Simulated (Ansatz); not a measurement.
## Electronic structure of AlFH2···PH3 in real space

| atom | x (Å) | y (Å) | z (Å) |
| --- | --- | --- | --- |
| Al | 0.0230 | 0.1618 | 0.0325 |
| F | 0.0007 | 0.4363 | 1.7094 |
| H | 1.4224 | 0.1681 | -0.7132 |
| H | -1.3858 | 0.0872 | -0.6987 |
| P | 0.1565 | -3.0686 | 1.3075 |
| H | -0.5978 | -3.0678 | 0.0761 |
| H | 1.4271 | -2.8280 | 0.6672 |
| H | -0.0886 | -1.6885 | 1.6108 |

Method: RKS PBE/def2-SVPD in Ansatz.

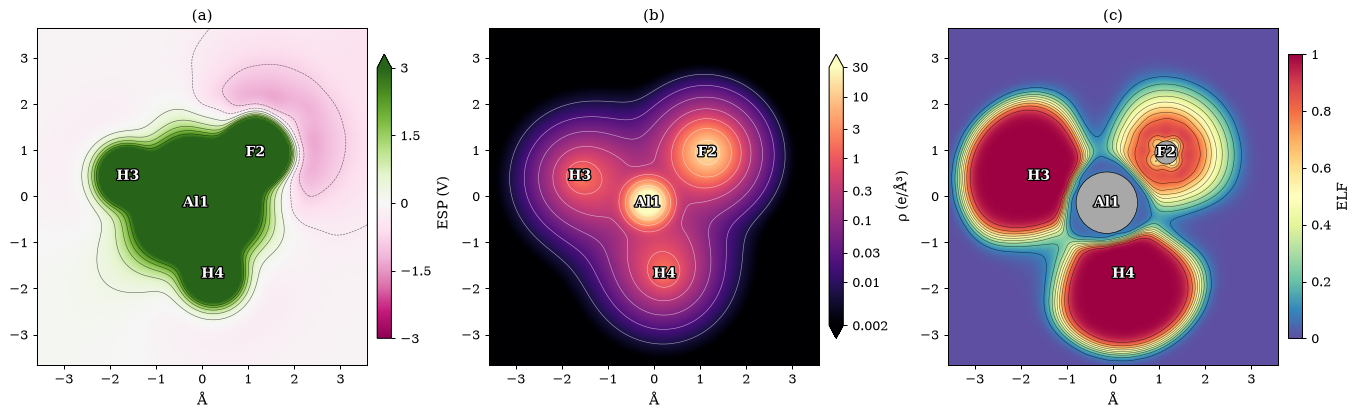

Figure 1. (a) electrostatic potential; (b) electron density; (c) electron localisation function on the plane of atoms H3, Al1 and H4. Grey discs cover the atomic cores in the ELF map.

**Describe what can be read from this map.**

- Atoms in the plane: Al, F and H.
- Al–F (1.70 Å): ρ is about 0.73 e/Å³ halfway; the ELF peaks at about 0.85 in the valence shell of F, 0.6 Å from its nucleus, and is about 0.30 at the midpoint.
- Al–H (1.59 Å): ρ is about 0.55 e/Å³ halfway; the ELF climbs to about 1 towards the hydrogen.
- The ELF also peaks beside F2, away from the bonds: lone-pair regions.
- Outside the dense part of the complex the potential is most negative (−1.3 V) near F2.

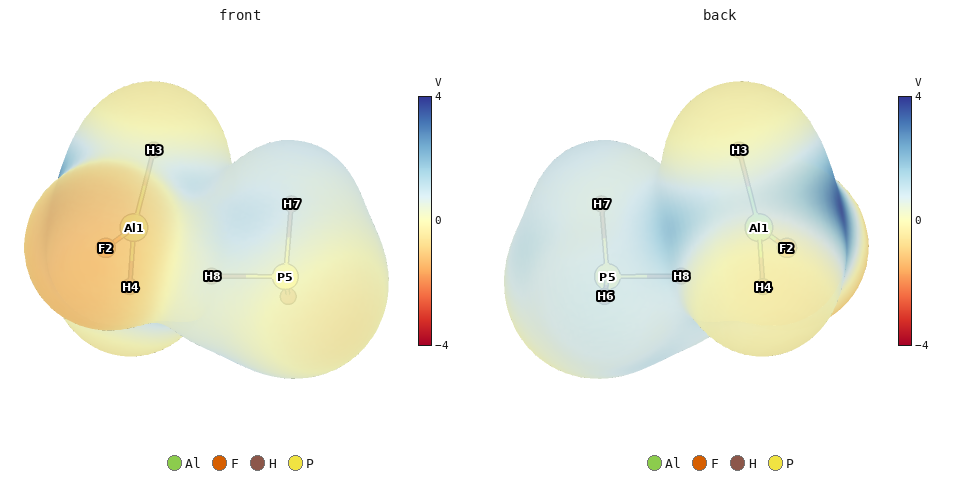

Figure 2. The molecular electrostatic potential painted on the density surface at 0.002 e/bohr³, seen from the front and from behind; the colour scale runs from red (negative) to blue (positive).

**Where is the surface potential most negative and most positive?**

The most negative region (about −1.2 V) lies over F2, the most positive (about +3.3 V) over Al1.

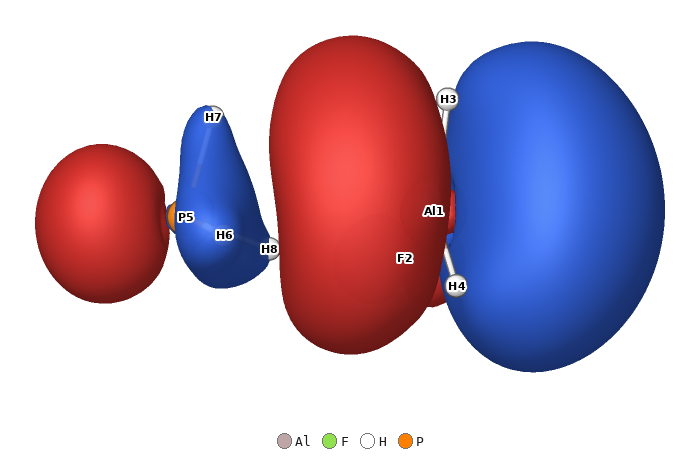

Figure 3. The LUMO at ±0.05 Å⁻³ᐟ² (blue and red are the two phases), seen at an oblique angle.

**Describe this orbital and give its energy.**

It lies mainly on Al1 (about 70 %) and P5 (about 10 %). Its energy is −2.00 eV.
